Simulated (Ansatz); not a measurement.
**InNH2F2 (SMILES [NH2][In]([F])[F]) at CCSD/def2-SVPD (core potential)**

What is the electronic atomisation energy of InNH2F2 at CCSD/def2-SVPD (core potential)? 

The results are computed with Ansatz 0.2.0.

31 further runs of the same task are left out: 31 set aside as unsound or not needed.

**1. The structure to begin with**

InNH2F2 has 6 atoms, charge 0, and is taken as a singlet. SMILES: `[NH2][In]([F])[F]`. The shape is that of a PBE0-D4/def2-TZVP optimisation.

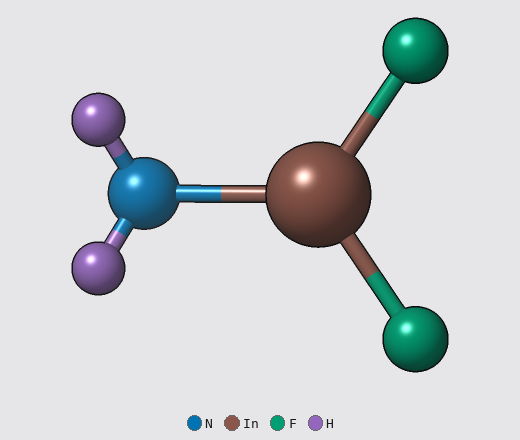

Viewed from a chosen angle; nitrogen blue, indium brown, fluorine teal, hydrogen purple.

**2. A single-point energy at CCSD/def2-SVPD (core potential)**

File job.yaml:

```yaml
crystal:
  periodic: [false, false, false]
  atoms:
    - {symbol: "N", position_ang: [-0.259900, 1.155100, -0.280600]}
    - {symbol: In, position_ang: [0.271400, -0.745700, 0.029100]}
    - {symbol: F, position_ang: [1.862900, -1.284900, 0.989000]}
    - {symbol: F, position_ang: [-0.617400, -2.265700, -0.773500]}
    - {symbol: H, position_ang: [0.031700, 1.791300, 0.449400]}
    - {symbol: H, position_ang: [-1.246600, 1.285900, -0.459500]}
basis:
  gaussian:
    orbitals: def2-SVPD
correlation:
  method: ccsd
  frozen_orbitals: {F: 1, H: 0, In: 4, "N": 1}
accuracy: high
scf:
  omitted_lower_state_checks: [cluster_reference, increment]
```

The run is started by

```
ansatz run job.yaml --threads 1 --pin off --max-ram 3480MiB --events-out events.jsonl --progress --plain --runs-dir runs
```

Output:

```text
Warning: RAYON_NUM_THREADS=1 ignored (pool sized by the plan → 1); use --threads N
[... 12 lines left out ...]
7 core orbitals not correlated: weight in the atoms' cores, before any rotation towards them, 1.000 or more for the frozen orbitals, at most 0.000 for the correlated occupied ones
[... 25 lines left out ...]
Total energy: -12089.02092363 eV, -444.2633247106 hartree
Checks for a lower state left out: cluster_reference, increment
```

It took 55 s on 1 thread of Arm Neoverse V1, shared host; peak memory 1.1 GiB.

**3. The F atom, same level**

File run.yaml:

```yaml
crystal:
  periodic: [false, false, false]
  atoms:
    - {symbol: F, position_ang: [0.000000, 0.000000, 0.000000]}
basis:
  gaussian:
    orbitals: def2-SVPD
magnetization:
  spin_polarized: true
  initial_magnetization: 1
correlation:
  method: ccsd
  frozen_orbitals: {F: 1}
accuracy: high
scf:
  omitted_lower_state_checks: [cluster_reference, increment]
```

Run the same way, it converges to -99.44764 Eh (log not shown).

**4. The H atom: the energy at UHF/def2-SVPD**

File input.yaml:

```yaml
crystal:
  periodic: [false, false, false]
  atoms:
    - symbol: H
      position_ang: [0.000000, 0.000000, 0.000000]
basis:
  gaussian:
    orbitals: def2-SVPD
accuracy: high
magnetization:
  spin_polarized: true
  initial_magnetization: 1
hamiltonian:
  xc: hf
```

Run the same way, it converges to -0.49928 Eh (log not shown).

**5. The In atom**

File input.yaml:

```yaml
basis:
  gaussian:
    orbitals: def2-SVPD
crystal:
  periodic: [false, false, false]
  atoms:
    - symbol: In
      position_ang: [0.000000, 0.000000, 0.000000]
magnetization:
  spin_polarized: true
  initial_magnetization: 1
correlation:
  method: ccsd
  frozen_orbitals: {In: 4}
accuracy: high
scf:
  omitted_lower_state_checks: [cluster_reference, increment]
```

Run the same way, it converges to -189.27299 Eh (log not shown).

**6. The N atom at the same level**

File in.yaml:

```yaml
crystal:
  periodic: [false, false, false]
  atoms:
    - symbol: N
      position_ang: [0.000000, 0.000000, 0.000000]
basis:
  gaussian:
    orbitals: def2-SVPD
magnetization:
  spin_polarized: true
  initial_magnetization: 3
correlation:
  method: ccsd
  frozen_orbitals: {"N": 1}
accuracy: high
scf:
  omitted_lower_state_checks: [cluster_reference, increment]
```

Run the same way, it converges to -54.42839 Eh (log not shown).

**7. Summary of results**

Level: CCSD/def2-SVPD (core potential), 7 core orbitals frozen.

| quantity | value |
| --- | --- |
| molecule: total energy | -444.26332 Eh |
| molecule: correlation energy (7 core orbitals frozen) | -692.8 mEh |
| molecule: T1 diagnostic | 0.016 |
| F atom: total energy | -99.44764 Eh |
| F atom: correlation energy (1 core orbital frozen) | -158.0 mEh |
| F atom: ⟨S²⟩ of the reference determinant | 0.754 |
| F atom: T1 diagnostic | 0.010 |
| H atom: total energy | -0.49928 Eh |
| H atom: ⟨S²⟩ | 0.750 |
| In atom: total energy | -189.27299 Eh |
| In atom: correlation energy (4 core orbitals frozen) | -66.2 mEh |
| In atom: ⟨S²⟩ of the reference determinant | 0.762 |
| In atom: T1 diagnostic | 0.008 |
| N atom: total energy | -54.42839 Eh |
| N atom: correlation energy (1 core orbital frozen) | -91.1 mEh |
| N atom: ⟨S²⟩ of the reference determinant | 3.759 |
| N atom: T1 diagnostic | 0.005 |
| electronic atomisation energy | 18.180 eV |

Taking the molecule apart into free atoms costs 18.18 eV (1754 kJ/mol), before zero-point energy and without spin-orbit coupling.
